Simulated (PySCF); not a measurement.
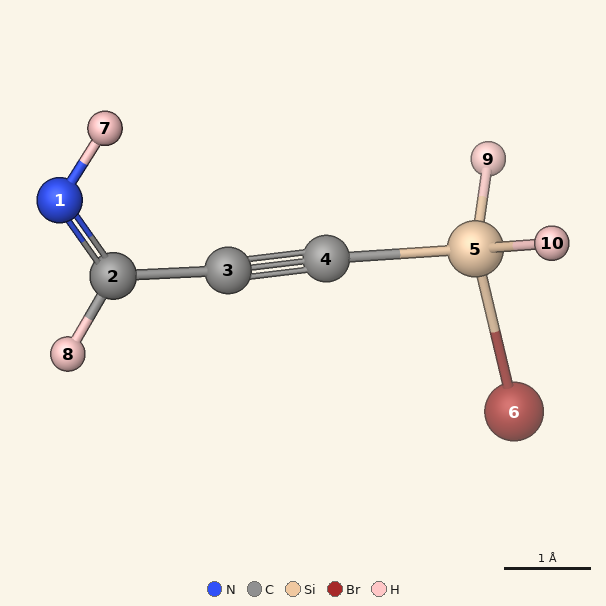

Orthographic view. Atoms fade into the background with distance from the viewer. Computed geometry: GFN2-xTB optimisation. No frequency run is at hand to confirm it as a minimum.

Write a Z-matrix (Å, degrees) in the order of the atom numbers, with these reference atoms: 2 to 1; 3 to 2, 1; 4 to 3, 1, 2; 5 to 4, 1, 2; 6 to 5, 4, 1; 7 to 1, 2, 3; 8 to 2, 1, 7; 9 to 5, 4, 6; 10 to 5, 9, 4.

```
N  
C    1   1.260
C    2   1.421   1   126.7
C    3   1.211   1   150.8   2   179.8
Si   4   1.843   1   163.8   2   179.7
Br   5   2.228   4   106.5   1  -179.6
H    1   1.020   2   115.2   3    -0.1
H    2   1.088   1   117.5   7   180.0
H    5   1.454   4   110.6   6   115.2
H    5   1.454   9   115.8   4  -126.6
```
